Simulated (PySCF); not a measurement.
## Energy and gradient calculation, with input and output: C$_{3}$H$_{6}$Sn (part 2 of 2)

Continued. System: C$_{3}$H$_{6}$Sn, SMILES C#[C][SnH2][CH3]. Method: PBE/def2-TZVP, RKS, core potentials def2-svp (PySCF 2.14.0). The geometry comes from this level: PBE0-D4/def2-TZVP.

Geometry of the input (Å):
```
C  2.5240  -0.1182  -1.2542
C  1.4216  0.2189  -0.8966
Sn -0.4880  0.7695  -0.2548
C  -1.1716  -0.7246  1.1047
H  3.4980  -0.4125  -1.5725
H  -0.3569  2.2961  0.4951
H  -1.4837  0.8724  -1.6361
H  -1.2035  -1.6895  0.5994
H  -2.1691  -0.4759  1.4672
H  -0.4877  -0.7874  1.9507
```

**Output, continued**
```
MO #113 energy= 2.12531411636558   occ= 0
MO #114 energy= 2.15204023610666   occ= 0
MO #115 energy= 2.16337083363492   occ= 0
MO #116 energy= 2.23127291452092   occ= 0
MO #117 energy= 2.24243659990811   occ= 0
MO #118 energy= 2.28915855367971   occ= 0
MO #119 energy= 2.29035887003493   occ= 0
MO #120 energy= 2.30871129039946   occ= 0
MO #121 energy= 2.31908505303884   occ= 0
MO #122 energy= 2.33486360686721   occ= 0
MO #123 energy= 2.37431720260836   occ= 0
MO #124 energy= 2.4118766003505    occ= 0
MO #125 energy= 2.43108135548907   occ= 0
MO #126 energy= 2.44366243914569   occ= 0
MO #127 energy= 2.47669055121304   occ= 0
MO #128 energy= 2.48681864872843   occ= 0
MO #129 energy= 2.50329612203165   occ= 0
MO #130 energy= 2.50796280942578   occ= 0
MO #131 energy= 2.5081344294108    occ= 0
MO #132 energy= 2.53608789429383   occ= 0
MO #133 energy= 2.56125093817671   occ= 0
MO #134 energy= 2.64850353717891   occ= 0
MO #135 energy= 2.70934750923096   occ= 0
MO #136 energy= 2.72627166133791   occ= 0
MO #137 energy= 2.73400390210798   occ= 0
MO #138 energy= 2.74291694129912   occ= 0
MO #139 energy= 2.78713721524183   occ= 0
MO #140 energy= 2.83603883854144   occ= 0
MO #141 energy= 2.86851410622281   occ= 0
MO #142 energy= 2.87247027884379   occ= 0
MO #143 energy= 2.91918269299735   occ= 0
MO #144 energy= 2.92024475497131   occ= 0
MO #145 energy= 2.99408179025672   occ= 0
MO #146 energy= 3.01258720210638   occ= 0
MO #147 energy= 3.03903405525322   occ= 0
MO #148 energy= 3.05992823865897   occ= 0
MO #149 energy= 3.06516652958735   occ= 0
MO #150 energy= 3.06732455129875   occ= 0
MO #151 energy= 3.12218651029342   occ= 0
MO #152 energy= 3.18914655732563   occ= 0
MO #153 energy= 3.20459351251155   occ= 0
MO #154 energy= 3.25702484562474   occ= 0
MO #155 energy= 3.3399385421856    occ= 0
MO #156 energy= 3.43296233533071   occ= 0
MO #157 energy= 3.43314202598518   occ= 0
MO #158 energy= 3.4406160522978    occ= 0
MO #159 energy= 3.53726278457806   occ= 0
MO #160 energy= 3.5525122345624    occ= 0
MO #161 energy= 3.65925759013591   occ= 0
MO #162 energy= 3.66871058214584   occ= 0
MO #163 energy= 3.84799945297097   occ= 0
MO #164 energy= 4.12000139245903   occ= 0
MO #165 energy= 4.12776291374448   occ= 0
MO #166 energy= 4.13826158889124   occ= 0
MO #167 energy= 4.31150740585855   occ= 0
MO #168 energy= 4.53231225181432   occ= 0
MO #169 energy= 4.53796631410051   occ= 0
MO #170 energy= 4.70141663690541   occ= 0
MO #171 energy= 5.18217928912976   occ= 0
MO #172 energy= 21.8411233378165   occ= 0
MO #173 energy= 21.876498868623    occ= 0
MO #174 energy= 22.4858982389716   occ= 0
MO #175 energy= 36.4941638878467   occ= 0
MO #176 energy= 36.7790244192807   occ= 0
MO #177 energy= 36.947072553051    occ= 0
MO #178 energy= 37.2677273913359   occ= 0
MO #179 energy= 113.589356354374   occ= 0

WARN: Weak orthogonality for localized orbitals 6.866096926897694e-09

 ** Mulliken pop on meta-lowdin orthogonal AOs  **
 ** Mulliken pop  **
pop of  0 C 1s            1.99985
pop of  0 C 2s            1.01725
pop of  0 C 3s            0.02544
pop of  0 C 4s            0.00160
pop of  0 C 5s            0.00025
pop of  0 C 2px           1.12167
pop of  0 C 2py           1.00917
pop of  0 C 2pz           1.01198
pop of  0 C 3px           0.00773
pop of  0 C 3py           0.00120
pop of  0 C 3pz           0.00155
pop of  0 C 4px           0.00186
pop of  0 C 4py           0.00096
pop of  0 C 4pz           0.00106
pop of  0 C 3dxy          0.00087
pop of  0 C 3dyz          0.00012
pop of  0 C 3dz^2         0.00060
pop of  0 C 3dxz          0.00106
pop of  0 C 3dx2-y2       0.00174
pop of  0 C 4dxy          0.00049
pop of  0 C 4dyz          0.00008
pop of  0 C 4dz^2         0.00027
pop of  0 C 4dxz          0.00051
pop of  0 C 4dx2-y2       0.00068
pop of  0 C 4f-3          0.00119
pop of  0 C 4f-2          0.00044
pop of  0 C 4f-1          0.00006
pop of  0 C 4f+0          0.00061
pop of  0 C 4f+1          0.00064
pop of  0 C 4f+2          0.00089
pop of  0 C 4f+3          0.00101
pop of  1 C 1s            1.99983
pop of  1 C 2s            1.29006
pop of  1 C 3s            0.02900
pop of  1 C 4s            0.00459
pop of  1 C 5s            0.00085
pop of  1 C 2px           1.30656
pop of  1 C 2py           1.04192
pop of  1 C 2pz           1.04600
pop of  1 C 3px           0.06853
pop of  1 C 3py           0.01280
pop of  1 C 3pz           0.01288
pop of  1 C 4px           0.02426
pop of  1 C 4py           0.00530
pop of  1 C 4pz           0.00594
pop of  1 C 3dxy          0.01058
pop of  1 C 3dyz          0.00200
pop of  1 C 3dz^2         0.00596
pop of  1 C 3dxz          0.01079
pop of  1 C 3dx2-y2       0.01050
pop of  1 C 4dxy          0.00611
pop of  1 C 4dyz          0.00126
pop of  1 C 4dz^2         0.00362
pop of  1 C 4dxz          0.00638
pop of  1 C 4dx2-y2       0.00489
pop of  1 C 4f-3          0.00619
pop of  1 C 4f-2          0.00257
pop of  1 C 4f-1          0.00050
pop of  1 C 4f+0          0.00236
pop of  1 C 4f+1          0.00474
pop of  1 C 4f+2          0.00293
pop of  1 C 4f+3          0.00279
pop of  2 Sn 4s           1.78034
pop of  2 Sn 5s           1.16730
pop of  2 Sn 6s           0.03156
pop of  2 Sn 7s           0.01311
pop of  2 Sn 8s           0.00082
pop of  2 Sn 9s           0.04554
pop of  2 Sn 4px          0.01042
pop of  2 Sn 4py          0.29202
pop of  2 Sn 4pz          0.29297
pop of  2 Sn 5px          1.69506
pop of  2 Sn 5py          1.71210
pop of  2 Sn 5pz          1.71226
pop of  2 Sn 6px          0.20596
pop of  2 Sn 6py          0.09316
pop of  2 Sn 6pz          0.10966
pop of  2 Sn 7px          0.10311
pop of  2 Sn 7py          0.03193
pop of  2 Sn 7pz          0.04146
pop of  2 Sn 8px          0.09910
pop of  2 Sn 8py          0.00416
pop of  2 Sn 8pz          0.00302
pop of  2 Sn 4dxy         1.35108
pop of  2 Sn 4dyz         1.34256
pop of  2 Sn 4dz^2        1.34707
pop of  2 Sn 4dxz         1.35045
pop of  2 Sn 4dx2-y2      1.99763
pop of  2 Sn 5dxy         0.41735
pop of  2 Sn 5dyz         0.45063
pop of  2 Sn 5dz^2        0.41326
pop of  2 Sn 5dxz         0.40513
pop of  2 Sn 5dx2-y2      0.00391
pop of  2 Sn 6dxy         0.15676
pop of  2 Sn 6dyz         0.15930
pop of  2 Sn 6dz^2        0.15092
pop of  2 Sn 6dxz         0.15038
pop of  2 Sn 6dx2-y2      0.00380
pop of  2 Sn 4f-3         0.00030
pop of  2 Sn 4f-2         0.00018
pop of  2 Sn 4f-1         0.00016
pop of  2 Sn 4f+0         0.00020
pop of  2 Sn 4f+1         0.00032
pop of  2 Sn 4f+2         0.00029
pop of  2 Sn 4f+3         0.00024
pop of  2 Sn 5f-3         0.00166
pop of  2 Sn 5f-2         0.00121
pop of  2 Sn 5f-1         0.00101
pop of  2 Sn 5f+0         0.00143
pop of  2 Sn 5f+1         0.00171
pop of  2 Sn 5f+2         0.00189
pop of  2 Sn 5f+3         0.00138
pop of  3 C 1s            1.99982
pop of  3 C 2s            1.18005
pop of  3 C 3s            0.02359
pop of  3 C 4s            0.00742
pop of  3 C 5s            0.00100
pop of  3 C 2px           1.18173
pop of  3 C 2py           1.28047
pop of  3 C 2pz           1.25659
pop of  3 C 3px           0.00898
pop of  3 C 3py           0.02393
pop of  3 C 3pz           0.02037
pop of  3 C 4px           0.00281
pop of  3 C 4py           0.00842
pop of  3 C 4pz           0.00745
pop of  3 C 3dxy          0.00952
pop of  3 C 3dyz          0.01833
pop of  3 C 3dz^2         0.00604
pop of  3 C 3dxz          0.00700
pop of  3 C 3dx2-y2       0.00600
pop of  3 C 4dxy          0.00474
pop of  3 C 4dyz          0.00654
pop of  3 C 4dz^2         0.00445
pop of  3 C 4dxz          0.00357
pop of  3 C 4dx2-y2       0.00351
pop of  3 C 4f-3          0.00122
pop of  3 C 4f-2          0.00391
pop of  3 C 4f-1          0.00230
pop of  3 C 4f+0          0.00188
pop of  3 C 4f+1          0.00129
pop of  3 C 4f+2          0.00352
pop of  3 C 4f+3          0.00180
pop of  4 H 1s            0.82068
pop of  4 H 2s            0.00701
pop of  4 H 3s            0.00409
pop of  4 H 2px           0.00093
pop of  4 H 2py           0.00024
pop of  4 H 2pz           0.00025
pop of  5 H 1s            1.48700
pop of  5 H 2s            0.03268
pop of  5 H 3s            0.00918
pop of  5 H 2px           0.00151
pop of  5 H 2py           0.03538
pop of  5 H 2pz           0.01092
pop of  6 H 1s            1.48844
pop of  6 H 2s            0.03369
pop of  6 H 3s            0.00944
pop of  6 H 2px           0.01804
pop of  6 H 2py           0.00257
pop of  6 H 2pz           0.03217
pop of  7 H 1s            0.85962
pop of  7 H 2s            0.00524
pop of  7 H 3s            0.00290
pop of  7 H 2px           0.00026
pop of  7 H 2py           0.00130
pop of  7 H 2pz           0.00030
pop of  8 H 1s            0.86374
pop of  8 H 2s            0.00530
pop of  8 H 3s            0.00283
pop of  8 H 2px           0.00086
pop of  8 H 2py           0.00052
pop of  8 H 2pz           0.00058
pop of  9 H 1s            0.85962
pop of  9 H 2s            0.00641
pop of  9 H 3s            0.00294
pop of  9 H 2px           0.00036
pop of  9 H 2py           0.00072
pop of  9 H 2pz           0.00129
 ** Mulliken atomic charges  **
charge of    0C =     -0.21283
charge of    1C =     -0.93267
charge of    2Sn =      2.84275
charge of    3C =     -1.08825
charge of    4H =      0.16679
charge of    5H =     -0.57667
charge of    6H =     -0.58435
charge of    7H =      0.13038
charge of    8H =      0.12618
charge of    9H =      0.12866
Dipole moment(X, Y, Z, Debye): -0.58302, -0.49841,  0.64129
```

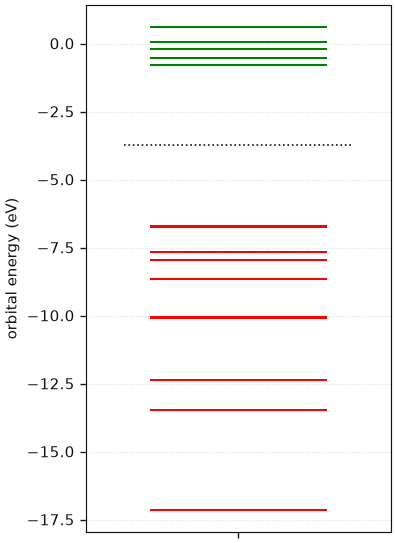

Fig. 1: Orbital energies near the frontier; the dotted line parts filled from empty levels, and levels within 0.02 eV of each other stand side by side. Highest filled −6.69 eV, lowest empty −0.79 eV, 5.90 eV apart.

**Results in brief**

```json
{"quantity": "outcome", "value": "converged"}
{"quantity": "total energy", "value": "−332.010518 hartree"}
{"quantity": "basis functions", "value": "179"}
{"quantity": "largest force", "value": "0.910 eV/Å"}
{"quantity": "HOMO", "value": "−6.69 eV"}
{"quantity": "LUMO", "value": "−0.79 eV"}
{"quantity": "dipole moment", "value": "1.00 D"}
{"quantity": "hardware", "value": "1 thread of Arm Neoverse V2, 24 GiB of memory available, shared host"}
{"quantity": "wall time", "value": "2 min"}
{"quantity": "peak memory", "value": "2.5 GiB"}
```
